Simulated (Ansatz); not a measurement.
## Electronic structure of CH₆BNOSi (SMILES O[SiH]1CBN1) in real space

```xyz
11

O    -2.1116    0.1936    0.5160
Si   -0.5423    0.7618    0.5048
C    -0.0848    2.4853    1.1123
B     0.4666    2.6494   -0.3899
N     0.0583    1.4423   -1.0171
H    -2.7967    0.8284    0.2403
H     0.2342   -0.4184    0.9890
H    -0.9356    3.1401    1.3568
H     0.6497    2.5809    1.9246
H     1.1043    3.5289   -0.9082
H     0.2241    1.1174   -1.9676
```

All numbers below come from RKS PBE-D4/def2-mTZVP in Ansatz 0.2.0.

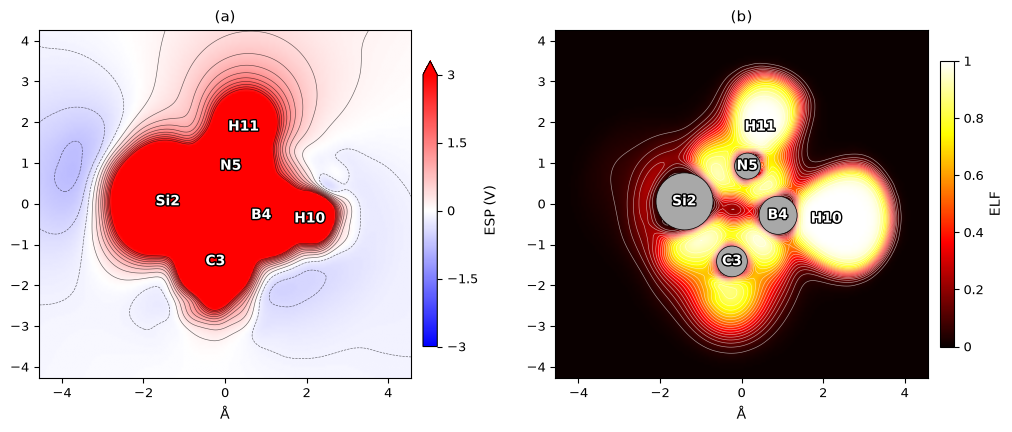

Figure 1. (a) electrostatic potential; (b) electron localisation function on the plane of atoms Si2, N5 and B4. Grey discs cover the atomic cores in the ELF map.

### Interpret the plot.

- Atoms in the plane: Si, C, B, N and H.
- B–N (1.42 Å): the ELF peaks at about 0.90 between the atoms; a shared but strongly polarised pair.
- C–B (1.61 Å): the ELF peaks at about 0.95 between the atoms (a shared electron pair).
- Si–N (1.77 Å): the ELF peaks at about 0.90 between the atoms (a polar covalent bond).
- C–Si (1.88 Å): the ELF peaks at about 0.95 between the atoms: a shared electron pair.
- N–H (1.02 Å): the ELF climbs to about 1 towards the hydrogen, as it does in any bond to H (an ordinary covalent bond to hydrogen).
- Outside the dense part of the molecule the potential is most negative (−0.8 V) near O1, which lies off the plane.

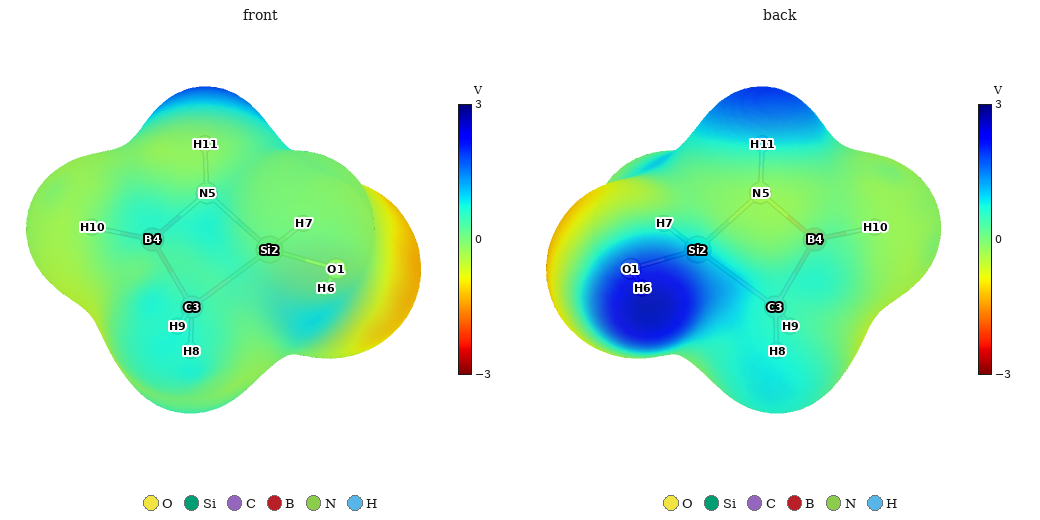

Figure 2. The electrostatic potential painted on the density surface at 0.002 e/bohr³, seen from the front and from behind; the colour scale runs from red (negative) to blue (positive).

### Describe the electrostatic potential map.

The most negative region (about −1.3 V) lies over O1, the most positive (about +2.6 V) over H6. O1 is the likeliest acceptor of a hydrogen bond.

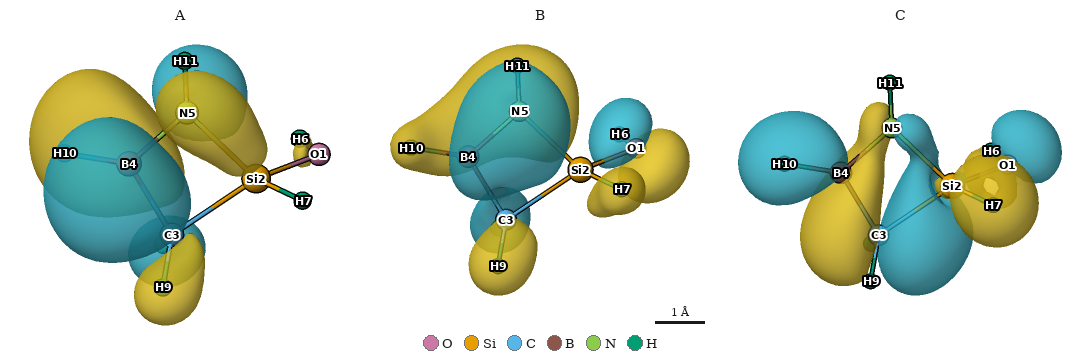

Figure 3. Three frontier orbitals at ±0.08 Å⁻³ᐟ² (yellow and cyan are the two phases), in no order.

### Which picture is the HOMO−1, the HOMO and the LUMO?

B is the HOMO−1 (−7.16 eV). It lies mainly on N5 (about 50 %), B4 (about 15 %) and O1 (about 10 %). C is the HOMO (−6.45 eV). By Hirshfeld shares it lies mainly on C3 (about 35 %), Si2 (about 15 %), B4 (about 15 %), O1 (about 10 %), H10 (about 10 %) and H7 (about 5 %). A is the LUMO (−0.81 eV). By Hirshfeld shares it lies mainly on B4 (about 55 %), N5 (about 15 %), H10 (about 10 %) and C3 (about 10 %).

### What is the HOMO–LUMO gap?

5.64 eV between the orbital energies.
